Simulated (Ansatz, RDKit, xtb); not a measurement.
# C3H2F4S: which of the isomers drawn lies lowest?, part 2 of 2

A sample of isomers of C3H2F4S is drawn. Aim: find which of them has the lowest free energy at 298.15 K, then its properties. The sample is small against all isomers, and the most stable one of this formula need not be in it.

xtb, Ansatz and PySCF; isolated molecules. Earlier steps stand in the parts before.

## Step 6: The relaxed candidates

| label | spin | r2SCAN-D4/def2-SVP (kcal/mol) | PBE0-D3(BJ)/def2-SVP, relaxed (kcal/mol) | time |
| --- | --- | --- | --- | --- |
| c365a | singlet | 0.2 | 0.0 | 20 s |
| c910a | singlet | 0.0 | 0.0 | 24 s |
| c920a | singlet | 4.3 | 3.6 | 79 s |
| c764a | singlet | 6.9 | 8.2 | 34 s |
| c622a | singlet | 12.5 | 12.6 | 55 s |
| c941c | singlet | 14.6 | 15.3 | 29 s |

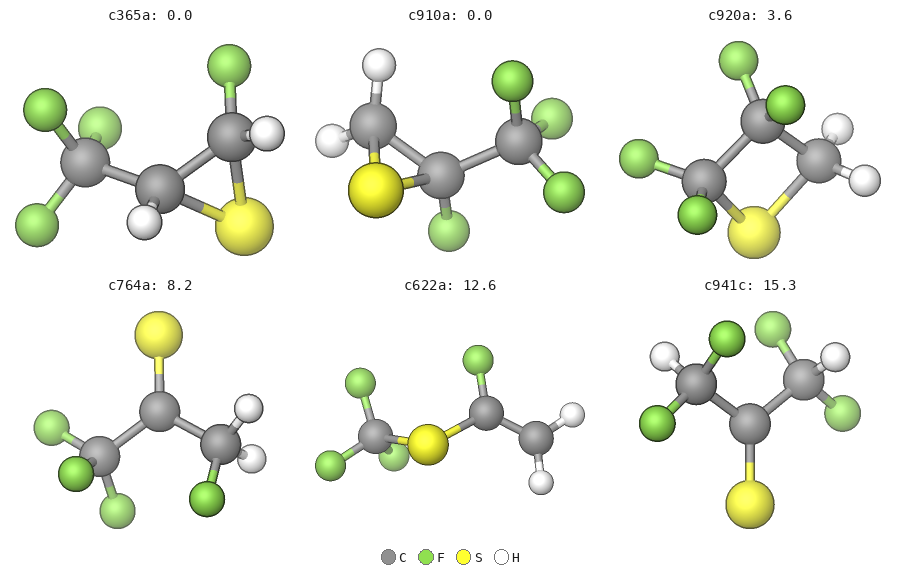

The relaxed structures, with energies at PBE0-D3(BJ)/def2-SVP in kcal/mol.

## Step 7: Harmonic analysis of the finalists

The lowest few in one piece go on as finalists (c622a, c941c drop out). In this search the thermal terms come from GFN2-xTB at its own nearest minimum. The first, c365a:

start.xyz

```xyz
10
c365a
C      1.131808    -0.994871     1.077356
C     -0.075042    -0.680705     0.282205
C     -0.000547     0.289199    -0.874476
F      2.288713    -0.400732     0.753354
F      0.004004     1.540489    -0.403647
F      1.073302     0.127774    -1.630095
F     -1.078108     0.156268    -1.649654
S      0.546708    -2.361941     0.069190
H      1.034646    -1.113184     2.162922
H     -1.027279    -0.575532     0.816083
```

On the command line:

```console
$ xtb start.xyz --gfn 2 --ohess tight
```

Log, shortened:

```text
* xtb version 6.7.1
[...]
          :  # basis functions                  40          :
[...]
          :  # electrons                        48          :
[...]
          :  Hamiltonian                  GFN2-xTB          :
[...]
          :  net charge                          0          :
          :  unpaired electrons                  0          :
[...]
   *** convergence criteria satisfied after 11 iterations ***
[...]
   *** GEOMETRY OPTIMIZATION CONVERGED AFTER 9 ITERATIONS ***
[...]
   *** convergence criteria satisfied after 3 iterations ***
[...]
         ::                     SUMMARY                     ::
         :::::::::::::::::::::::::::::::::::::::::::::::::::::
         :: total energy             -29.593023139644 Eh    ::
         :: gradient norm              0.000106593140 Eh/a0 ::
         :: HOMO-LUMO gap              3.570998704179 eV    ::
         ::.................................................::
         :: SCC energy               -29.719732885184 Eh    ::
         :: -> isotropic ES            0.056522519948 Eh    ::
         :: -> anisotropic ES          0.004217787608 Eh    ::
         :: -> anisotropic XC         -0.018373969618 Eh    ::
         :: -> dispersion             -0.006906399093 Eh    ::
         :: repulsion energy           0.126709745540 Eh    ::
         :: add. restraining           0.000000000000 Eh    ::
         :: total charge               0.000000000000 e     ::
         :::::::::::::::::::::::::::::::::::::::::::::::::::::
[...]
        24        2.0000           -0.4191251             -11.4050 (HOMO)
        25                         -0.2878933              -7.8340 (LUMO)
[...]
molecular dipole:
                 x           y           z       tot (Debye)
 q only:       -0.482      -0.548       1.059
   full:       -0.567      -0.363       1.254       3.618
Molecule has no symmetry elements
[...]
          | TOTAL ENERGY              -29.593023139645 Eh   |
          | TOTAL ENTHALPY            -29.535261177430 Eh   |
          | TOTAL FREE ENERGY         -29.576745958345 Eh   |
          | GRADIENT NORM               0.000106578865 Eh/α |
[...]
```

It took 0.34 s on 2 threads of Intel Xeon at 2.70GHz, shared host.

## Step 8: Thermal terms of the finalists

As xtb prints them, at 298.15 K, with its own treatment of low modes:

| label | SMILES | spin | lowest mode (cm⁻¹) | zero-point (kcal/mol) | G − E (kcal/mol) |
| --- | --- | --- | --- | --- | --- |
| c365a | F[C@@H]1S[C@@H]1C(F)(F)F | singlet | 42 | 30.9 | 10.2 |
| c910a | FC(F)(F)[C@]1(F)CS1 | singlet | 38 | 30.7 | 10.2 |
| c920a | FC1(F)CSC1(F)F | singlet | 35 | 31.0 | 10.7 |
| c764a | FCC(=S)C(F)(F)F | singlet | 35 | 30.5 | 9.1 |

## Step 9: Last filter: a higher level

Single points at CCSD(T)/def2-SVP + MP2/def2-TZVPP - MP2/def2-SVP on the refined geometries decide the order.

c365a, CCSD(T)/def2-SVP:

input.yaml

```yaml
crystal:
  periodic: [false, false, false]
  atoms:
    - {symbol: C, position_ang: [1.131808, -0.994871, 1.077356]}
    - {symbol: C, position_ang: [-0.075042, -0.680705, 0.282205]}
    - {symbol: C, position_ang: [-0.000547, 0.289199, -0.874476]}
    - {symbol: F, position_ang: [2.288713, -0.400732, 0.753354]}
    - {symbol: F, position_ang: [0.004004, 1.540489, -0.403647]}
    - {symbol: F, position_ang: [1.073302, 0.127774, -1.630095]}
    - {symbol: F, position_ang: [-1.078108, 0.156268, -1.649654]}
    - {symbol: S, position_ang: [0.546708, -2.361941, 0.069190]}
    - {symbol: H, position_ang: [1.034646, -1.113184, 2.162922]}
    - {symbol: H, position_ang: [-1.027279, -0.575532, 0.816083]}
basis:
  gaussian:
    orbitals: def2-SVP
correlation:
  method: ccsd_t
  frozen_orbitals: {F: 1, S: 5, H: 0, C: 1}
```

On the command line:

```console
$ ansatz run input.yaml --threads 2 --pin off --max-ram 4350MiB --events-out events.jsonl --progress --plain --runs-dir runs
```

Log, shortened:

```text
Warning: RAYON_NUM_THREADS=2 ignored (pool sized by the plan → 2); use --threads N
Functional definition: HF
  name "HF"
[...]
1221 factors; integrals over basis functions are off by at most 1.3e-3 eV
[...]
mean field -24748.51263562 eV, -909.4910642147 hartree, gradient 2.7e-6 eV, S^2 0.000000; 0 other end points of the search recorded, 0 dependent functions left out
12 core orbitals not correlated: weight in the atoms' cores, before any rotation towards them, 1.000 or more for the frozen orbitals, at most 0.000 for the correlated occupied ones
reference -24748.51263562 eV, -909.4910642147 hartree; 24, 24 occupied and 90, 90 virtual orbitals, 1221 factors
second order -34.14291721 eV of doubles, -0.00000000 eV of singles
cycle   1  -34.19145153 eV  change   -4.9e-2 eV  update   1.3e-1
[...]
cycle   9  -35.10281165 eV  change   -1.1e-5 eV  update   2.6e-5
perturbative correction -0.89986410 eV, -0.0330693958 hartree
Total energy: -24784.51531138 eV, -910.8141381452 hartree
```

Run time: 41 s. Hardware: 2 threads of Intel Xeon at 2.70GHz, shared host; peak memory 0.89 GiB.

## Step 10: c365a at MP2/def2-TZVPP

Edit input.yaml of step 9 so:

```diff
@@ -1 +1,4 @@
+basis:
+  gaussian:
+    orbitals: def2-TZVPP
 crystal:
@@ -13,7 +16,5 @@
     - {symbol: H, position_ang: [-1.027279, -0.575532, 0.816083]}
-basis:
-  gaussian:
-    orbitals: def2-SVP
+total_charge: 0
 correlation:
-  method: ccsd_t
+  method: mp2
   frozen_orbitals: {F: 1, S: 5, H: 0, C: 1}
```

On the command line:

```console
$ ansatz run input.yaml --threads 2 --pin off --max-ram 4350MiB --events-out events.jsonl --progress --plain --runs-dir runs
```

Log:

```text
Warning: RAYON_NUM_THREADS=2 ignored (pool sized by the plan → 2); use --threads N
[... 2 set-up lines as earlier in the session ...]
  exchange = exact_x
  correlation = 0
1835 factors; integrals over basis functions are off by at most 1.1e-3 eV
mean field evaluation 1: about -24764.6219 eV, gradient 4.7e1 eV
mean field evaluation 2: about -24765.0127 eV, gradient 4.8e1 eV
mean field evaluation 4: about -24769.3535 eV, gradient 4.6e0 eV
mean field evaluation 8: about -24769.4355 eV, gradient 4.2e-1 eV
mean field evaluation 16: about -24769.4366 eV, gradient 2.9e-6 eV
mean field -24769.43663133 eV, -910.2600068742 hartree, gradient 2.9e-6 eV, S^2 0.000000; 0 other end points of the search recorded, 0 dependent functions left out
12 core orbitals not correlated: weight in the atoms' cores, before any rotation towards them, 1.000 or more for the frozen orbitals, at most 0.000 for the correlated occupied ones
reference -24769.43663133 eV, -910.2600068742 hartree; 24, 24 occupied and 251, 251 virtual orbitals, 1835 factors
second order -44.60759498 eV of doubles, -0.00000000 eV of singles
Total energy: -24814.04422631 eV, -911.8993057537 hartree
```

It took 13 s on 2 threads of Intel Xeon at 2.70GHz, shared host; peak memory 0.91 GiB.

## Step 11: c910a at CCSD(T)/def2-SVP

input.yaml

```yaml
crystal:
  periodic: [false, false, false]
  atoms:
    - {symbol: C, position_ang: [0.582778, -0.458578, 1.277371]}
    - {symbol: C, position_ang: [-0.068120, -0.144124, -0.060176]}
    - {symbol: C, position_ang: [0.561057, -0.584932, -1.316162]}
    - {symbol: F, position_ang: [0.244999, 0.437246, 2.195572]}
    - {symbol: F, position_ang: [1.907365, -0.478877, 1.169865]}
    - {symbol: F, position_ang: [0.183458, -1.657020, 1.700881]}
    - {symbol: F, position_ang: [-1.402247, -0.269250, 0.057043]}
    - {symbol: S, position_ang: [0.576295, 1.211535, -1.024733]}
    - {symbol: H, position_ang: [-0.127413, -0.935435, -2.091962]}
    - {symbol: H, position_ang: [1.531706, -1.089699, -1.273883]}
basis:
  gaussian: {orbitals: def2-SVP}
magnetization: {spin_polarized: false}
correlation: {method: ccsd_t, frozen_orbitals: {F: 1, S: 5, H: 0, C: 1}}
```

On the command line:

```console
$ ansatz run input.yaml --threads 2 --pin off --max-ram 4350MiB --events-out events.jsonl --progress --plain --runs-dir runs
```

Log, shortened:

```text
Warning: RAYON_NUM_THREADS=2 ignored (pool sized by the plan → 2); use --threads N
[... 2 set-up lines as earlier in the session ...]
[...]
1220 factors; integrals over basis functions are off by at most 1.2e-3 eV
[...]
mean field -24748.50967268 eV, -909.4909553285 hartree, gradient 2.4e-6 eV, S^2 0.000000; 0 other end points of the search recorded, 0 dependent functions left out
12 core orbitals not correlated: weight in the atoms' cores, before any rotation towards them, 1.000 or more for the frozen orbitals, at most 0.000 for the correlated occupied ones
reference -24748.50967268 eV, -909.4909553285 hartree; 24, 24 occupied and 90, 90 virtual orbitals, 1220 factors
second order -34.16010727 eV of doubles, -0.00000000 eV of singles
cycle   1  -34.20639041 eV  change   -4.6e-2 eV  update   1.3e-1
[...]
cycle   9  -35.11917519 eV  change   -1.9e-5 eV  update   2.6e-5
perturbative correction -0.90390044 eV, -0.0332177286 hartree
Total energy: -24784.53274831 eV, -910.8147789408 hartree
```

It took 31 s on 2 threads of Intel Xeon at 2.70GHz, shared host; peak memory 0.89 GiB.

For c764a the log finds that unrestricted Hartree-Fock orbitals lie lower, a sign to watch the closed-shell reference there.

## Step 12: Free energies and the winner

Energies in kcal/mol from c910a; G adds the thermal terms to the CCSD(T)/def2-SVP + MP2/def2-TZVPP - MP2/def2-SVP energy. The columns left of the relaxed level are at the tight-binding geometries.

| label | SMILES | spin | GFN2-xTB | HF/STO-3G | r2SCAN-D4/def2-SVP | PBE0-D3(BJ)/def2-SVP | HF/def2-SVP | MP2/def2-SVP | CCSD(T)/def2-SVP + MP2/def2-TZVPP - MP2/def2-SVP | G | share at equilibrium | T1 |
| --- | --- | --- | --- | --- | --- | --- | --- | --- | --- | --- | --- | --- |
| c910a | FC(F)(F)[C@]1(F)CS1 | singlet | 0.0 | 0.0 | 0.0 | 0.0 | 0.0 | 0.0 | 0.0 | 0.0 | 76.4 % | 0.012 |
| c365a | F[C@@H]1S[C@@H]1C(F)(F)F | singlet | -1.6 | -0.4 | 0.2 | 0.0 | -0.1 | 0.3 | 0.7 | 0.7 | 23.1 % | 0.012 |
| c920a | FC1(F)CSC1(F)F | singlet | -2.2 | -17.8 | 4.3 | 3.6 | 5.1 | 7.3 | 2.4 | 3.0 | 0.5 % | 0.012 |
| c764a | FCC(=S)C(F)(F)F | singlet | 5.9 | 16.6 | 6.9 | 8.1 | 1.8 | 3.9 | 5.3 | 4.3 | 0.1 % | 0.013 |

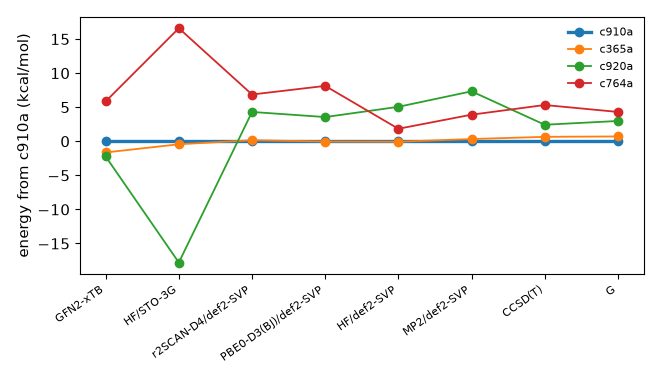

The finalists at each level, measured from c910a.

Lowest found: c910a, `FC(F)(F)[C@]1(F)CS1`, a singlet. Bond lengths: C1–C2 1.520 Å, C2–C3 1.472 Å, C1–F4 1.327 Å, C1–F5 1.329 Å, C1–F6 1.332 Å, C2–F7 1.345 Å, C2–S8 1.784 Å, C3–S8 1.820 Å, C3–H9 1.095 Å, C3–H10 1.095 Å. Some angles: C1–C2–C3 120.4°, C1–C2–F7 109.2°, C1–C2–S8 118.6°, C3–C2–F7 118.1°, C3–C2–S8 67.2°, F7–C2–S8 118.4°, C2–C1–F4 111.1°, C2–C1–F5 111.0°, C2–C1–F6 109.7°, F4–C1–F5 108.7°.

```xyz
10

C     0.5828   -0.4586    1.2774
C    -0.0681   -0.1441   -0.0602
C     0.5611   -0.5849   -1.3162
F     0.2450    0.4372    2.1956
F     1.9074   -0.4789    1.1699
F     0.1835   -1.6570    1.7009
F    -1.4022   -0.2692    0.0570
S     0.5763    1.2115   -1.0247
H    -0.1274   -0.9354   -2.0920
H     1.5317   -1.0897   -1.2739
```

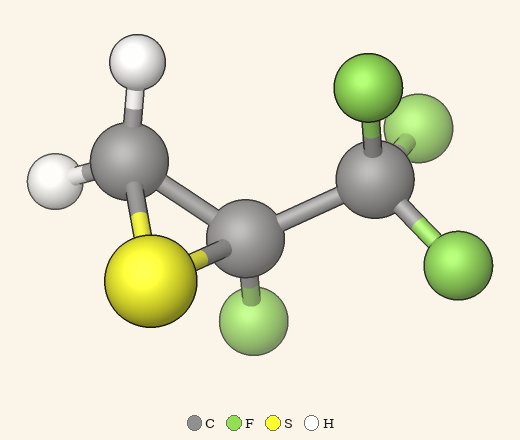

The lowest structure found, seen from a chosen angle (carbon grey, fluorine green, sulfur yellow, hydrogen white).

## Step 13: Results

This closing draws on all 2 parts.

```
                                 quantity                                                                     value
                   lowest structure found                                              FC(F)(F)[C@]1(F)CS1, singlet
                            next finalist               F[C@@H]1S[C@@H]1C(F)(F)F, singlet, 0.7 kcal/mol higher in G
share at equilibrium, among the finalists                                                                    76.4 %
                                   funnel  11 starts, 11 minima at GFN2-xTB, 12 screening runs, 6 relaxed, 4 ranked
                     CPU time of all runs                                                                    14 min
```

In words: The search ends on `FC(F)(F)[C@]1(F)CS1`. Its margin of 0.7 kcal/mol is inside the likely error of CCSD(T)/def2-SVP + MP2/def2-TZVPP - MP2/def2-SVP with harmonic terms (about 1.5 kcal/mol), so the order of the first two is not settled. r2SCAN-D4/def2-SVP and MP2/def2-SVP already put its bonding pattern lowest among the structures in one piece; GFN2-xTB and HF/STO-3G favour the singlet FC1(F)CSC1(F)F; PBE0-D3(BJ)/def2-SVP and HF/def2-SVP favour the singlet F[C@@H]1S[C@@H]1C(F)(F)F. The largest share of the time went into the relaxations (52 %). 2 minima inside the window were never screened. The search is not exhaustive (a finite list of starts, one conformer a finalist), so a lower isomer can't be ruled out. Only 7 drawn patterns were tried, so whole families of isomers are missing, and the result ranks this sample alone. The lowest isomer need not be the one that is made and kept in a bottle, which depends on barriers.
